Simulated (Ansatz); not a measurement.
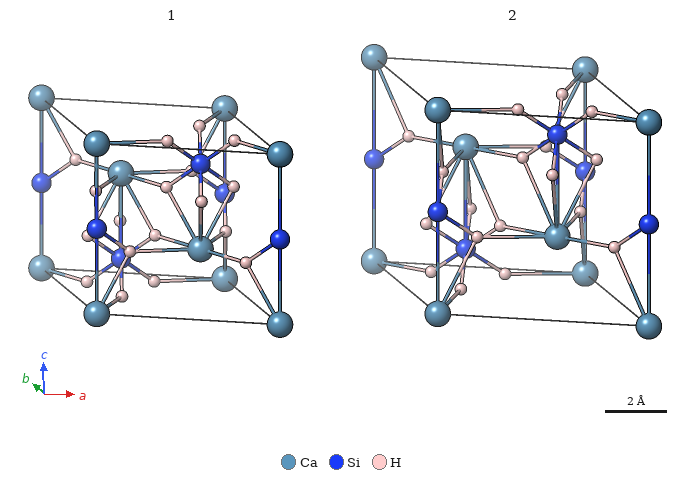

Two geometries of solid CaSiH6 (built on the KCrF6-148 type type), drawn at one scale. One is the start of a relaxation, the other its converged end. Style: ball-and-stick. Shown: the conventional cell (3 times the calculation's cell), slightly off an axis. Lengths and directions refer to the drawn axes.

These are results of Ansatz 0.2.0, DFT, PBEsol, plane waves, PAW, not measurements. Set-up: plane-wave cutoff 420 eV; k-point mesh 4 × 4 × 4; occupations fermi dirac; smearing width 0.03 eV; no spin polarisation; cell and atoms relaxed; force threshold 0.01 eV/Å; at most 120 steps.

### Which one is relaxed?

Structure 1 is the relaxed one. The largest moves relative to the cell, 0.21 Å, are those of H atoms. Ca and Si stay in place. The drawn cell changes as follows: a = b 7.179 → 6.230 Å (−13.2 %), c 6.987 → 5.837 Å (−16.5 %); the volume changes by −37.1 %. Among the contacts that change: Ca–Si 3.494 → 2.918 Å, Ca–H 2.863 → 2.343 Å, Ca–H 2.740 → 2.373 Å, H–Si 1.745 → 1.603 Å. The space group stays R-3 (No. 148). The energy falls by 1.887 eV per cell of the calculation in 11 accepted moves (13 points after the start). Largest force component: 0.65 eV/Å at the start, 0.00098 eV/Å at the end. The pressure goes from −12.52 to 0.03 GPa. The SCF was repeated twice at an unchanged geometry on a basis and grid sized afresh for the cell, which shifted the energy by 10.4 meV per cell of the calculation at most.
